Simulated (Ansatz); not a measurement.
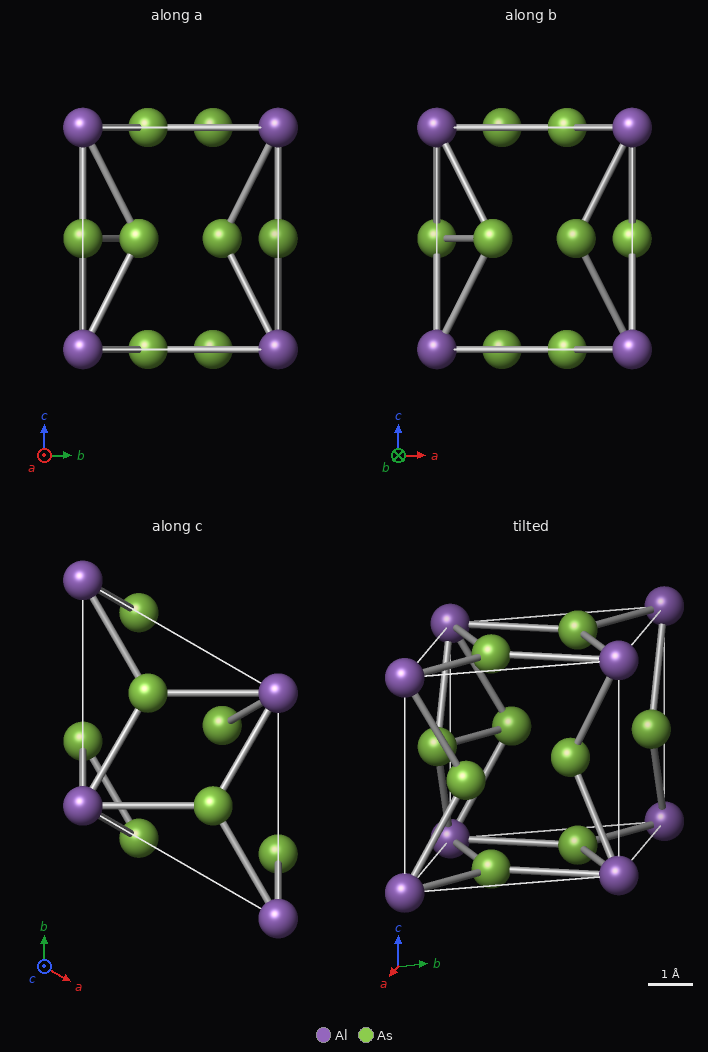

This ball-and-stick model is shown along the a axis, along the b axis, along the c axis and slightly off an axis. The edges of the conventional unit cell are marked.

Lattice parameters: a = 5.167 Å, b = 5.167 Å, c = 5.085 Å, α = 90.00°, β = 90.00°, γ = 120.00°.

### From the views, write a table of Wyckoff sites, with free fractional coordinates to two decimals.

Space group P-62m (No. 189).
```
atom  site       x       y     z
  Al    1a    0.00    0.00  0.00
  As    3g    0.00    0.29  0.50
  As    2c  0.6667  0.3333  0.00
```

Its origin is a structure type filled with these elements by a generator (whether the compound takes this form wasn't checked). What is shown is the relaxed result from Ansatz, DFT PBE, scalar-relativistic, plane waves, PAW.
